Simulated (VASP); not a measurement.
Band structure of FePt (L1_0). Level of theory: PBEsol GGA, VASP's PBE PAW potentials (set 64) (plane waves; VASP).

Unless said otherwise, spin-orbit coupling is left out, though it shifts the bands of the heavy elements here.

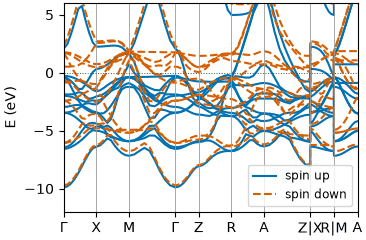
Fig. 1. Bands along high-symmetry lines, zero at the valence-band maximum or, without a gap, the Fermi level

Task: Read the plot: is there a gap, and where are the band edges?

Result: It has no gap at this level: it comes out as a metal or semimetal. (Edges off the drawn lines would not show.)

The compound is FePt in the L1_0 structure. It was relaxed first.
